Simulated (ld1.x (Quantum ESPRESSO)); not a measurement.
Ne: pseudopotential generation (part 2 of 2)

Continued. System: neon (Ne, Z = 10), core [He], reference valence 2s2 2p6, valence charge 8. Method: TM potential, LDA (PZ), non-relativistic, made with ld1.x (Quantum ESPRESSO) 7.5.

Output of the test run (extracts), continued:
```
     ---------------------- Testing the pseudopotential ----------------------

     Ne

     atomic number is 10.00   valence charge is  8.00
     dft =PZ   lsd =0 sic =0 latt =0  beta=0.20 tr2=1.0E-14
     mesh =1113 r(mesh) =  99.22747 xmin = -7.00 dx = 0.01250

     n l     nl             e AE (Ry)        e PS (Ry)    De AE-PS (Ry)
     1 0     2S   1( 1.00)       -4.06894       -4.08700        0.01806  !
     2 1     2P   1( 6.00)       -2.39246       -2.40754        0.01508  !

     eps = 6.4E-15  iter = 13

     Etot =    -253.115679 Ry,    -126.557839 Ha,   -3443.814252 eV
     Etotps =   -71.431137 Ry,     -35.715569 Ha,    -971.870136 eV
     dEtot_ae =       3.338885 Ry
     dEtot_ps =       3.346732 Ry,   Delta E=      -0.007847 Ry

     Ekin =      49.833601 Ry,      24.916800 Ha,     678.020681 eV
     Encl =    -157.414978 Ry,     -78.707489 Ha,   -2141.739884 eV
     Ehrt =      49.746736 Ry,      24.873368 Ha,     676.838830 eV
     Ecxc =     -16.957566 Ry,      -8.478783 Ha,    -230.719444 eV
     (Ecc =      -6.190704 Ry,      -3.095352 Ha,     -84.228825 eV)
     Epseu=       3.361070 Ry,       1.680535 Ha,      45.729680 eV

     ---------------------- End of pseudopotential test ----------------------

     ---------------------- Testing the pseudopotential ----------------------

     Ne

     atomic number is 10.00   valence charge is  8.00
     dft =PZ   lsd =1 sic =0 latt =0  beta=0.20 tr2=1.0E-14
     mesh =1113 r(mesh) =  99.22747 xmin = -7.00 dx = 0.01250

     n l     nl             e AE (Ry)        e PS (Ry)    De AE-PS (Ry)
     1 0     2S   1( 1.00)       -4.11576       -4.12994        0.01419  !
     2 1     2P   1( 3.00)       -2.44854       -2.44969        0.00115
     1 0     2S   2( 1.00)       -3.98038       -3.98927        0.00889  !
     2 1     2P   2( 2.00)       -2.30927       -2.31175        0.00248

     eps = 3.5E-15  iter = 12

     Etot =    -254.823274 Ry,    -127.411637 Ha,   -3467.047265 eV
     Etotps =   -73.144854 Ry,     -36.572427 Ha,    -995.186436 eV
     dEtot_ae =       1.631290 Ry
     dEtot_ps =       1.633016 Ry,   Delta E=      -0.001726 Ry

     Ekin =      44.789142 Ry,      22.394571 Ha,     609.387325 eV
     Encl =    -157.531366 Ry,     -78.765683 Ha,   -2143.323417 eV
     Ehrt =      49.924118 Ry,      24.962059 Ha,     679.252233 eV
     Ecxc =     -17.035154 Ry,      -8.517577 Ha,    -231.775078 eV
     (Ecc =      -6.190704 Ry,      -3.095352 Ha,     -84.228825 eV)
     Epseu=       6.708405 Ry,       3.354203 Ha,      91.272501 eV

     ---------------------- End of pseudopotential test ----------------------

     ---------------------- Testing the pseudopotential ----------------------

     Ne

     atomic number is 10.00   valence charge is  8.00
     dft =PZ   lsd =1 sic =0 latt =0  beta=0.20 tr2=1.0E-14
     mesh =1113 r(mesh) =  99.22747 xmin = -7.00 dx = 0.01250

     n l     nl             e AE (Ry)        e PS (Ry)    De AE-PS (Ry)
     1 0     2S   1( 1.00)       -5.82856       -5.85383        0.02526  !
     2 1     2P   1( 3.00)       -4.17603       -4.16195       -0.01408  !
     1 0     2S   2( 1.00)       -5.51474       -5.52717        0.01243  !
     2 1     2P   2( 1.00)       -3.84254       -3.83408       -0.00845  !

     eps = 3.3E-15  iter = 12

     Etot =    -251.763037 Ry,    -125.881519 Ha,   -3425.410624 eV
     Etotps =   -70.085819 Ry,     -35.042910 Ha,    -953.566149 eV
     dEtot_ae =       4.691527 Ry
     dEtot_ps =       4.692050 Ry,   Delta E=      -0.000524 Ry

     Ekin =      40.687021 Ry,      20.343510 Ha,     553.575121 eV
     Encl =    -141.153736 Ry,     -70.576868 Ha,   -1920.494409 eV
     Ehrt =      38.876060 Ry,      19.438030 Ha,     528.935745 eV
     Ecxc =     -15.754128 Ry,      -7.877064 Ha,    -214.345829 eV
     (Ecc =      -6.190704 Ry,      -3.095352 Ha,     -84.228825 eV)
     Epseu=       7.258963 Ry,       3.629482 Ha,      98.763224 eV

     ---------------------- End of pseudopotential test ----------------------
```

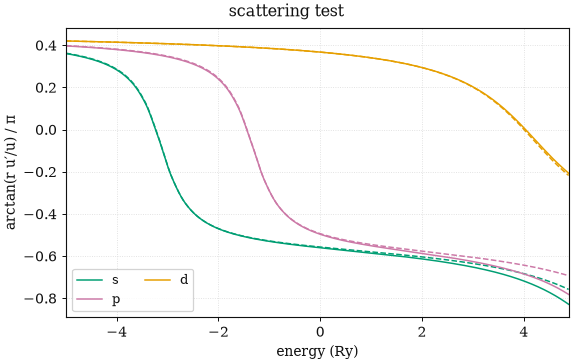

**Figure 2.** Unwrapped phase arctan(r u′/u) in units of π against energy, all-electron (solid) and pseudo (dashed); the pseudo phase is matched to the all-electron one at the reference energy. Here u = r R(r).

- Poles, where the radial function vanishes at the test radius: s: all-electron at -1.6 Ry, pseudo at -1.6 Ry; p: all-electron at 0.0 Ry, pseudo at 0.1 Ry; d: all-electron at no energy in the range, pseudo at no energy in the range.
- Range over which the phases agree within 0.05 rad: s: up to about 2.9 Ry; p: up to about 2.6 Ry; d: over the whole range drawn.

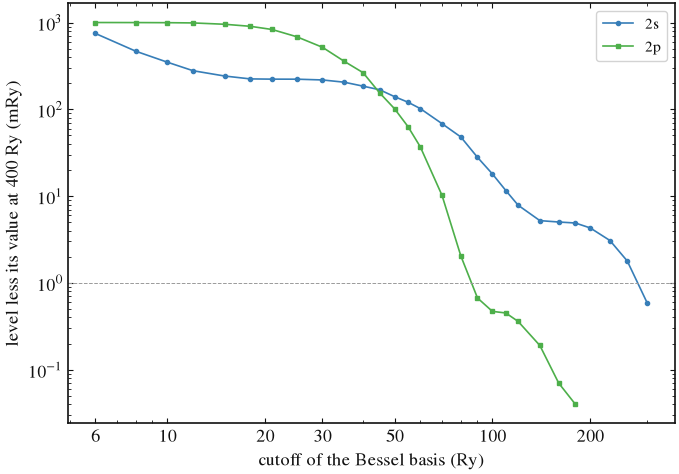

**Figure 3.** The pseudo-atom Hamiltonian at the reference potential is diagonalised in spherical Bessel functions (20 bohr box) up to the cutoff. Curves: distance of each valence level from its value at 400 Ry.

- Cutoffs for 10 and 1 mRy in the occupation-weighted sum of levels: 200 Ry and over 300 Ry, on the ladder of cutoffs that was run.
- Cutoffs from which each level stays within 1 mRy: 2s: 300 Ry; 2p: 90 Ry.
- Hardest occupied shell: 2s: its level needs 300 Ry to come within 1 mRy, against 90 Ry for 2p.

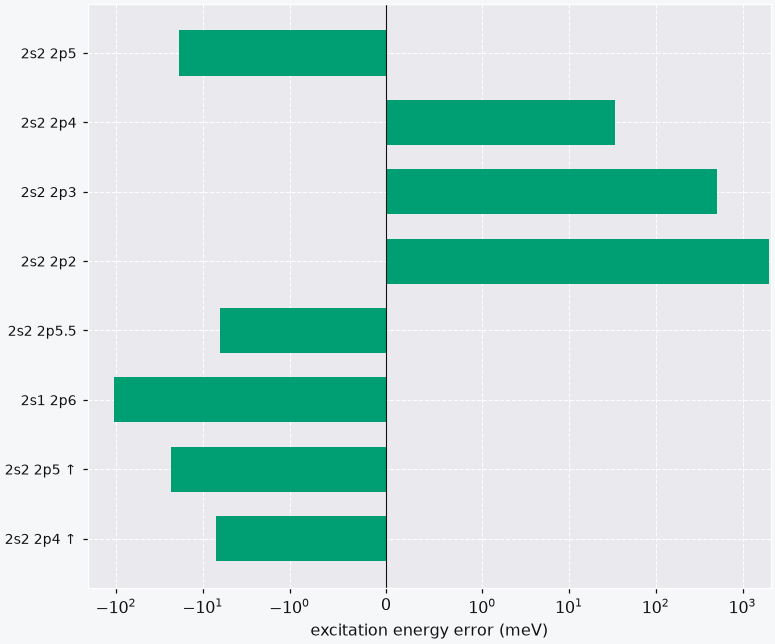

**Figure 4.** Errors, all-electron minus pseudo, of the energies of valence configurations relative to the unpolarised reference 2s2 2p6. An arrow marks spin-polarised runs filled by Hund’s rule.

- Worst configuration: 2s2 2p2 (charge +4): the error is +2010 meV on an all-electron energy of +228.30 eV relative to the reference, or 0.88 %.
- Errors in meV: 2s2 2p5: -19; 2s2 2p4: +34; 2s2 2p3: +508; 2s2 2p2: +2010; 2s2 2p5.5: -6.3; 2s1 2p6: -107; 2s2 2p5 ↑: -23; 2s2 2p4 ↑: -7.1.

Outcome of the run: generated.
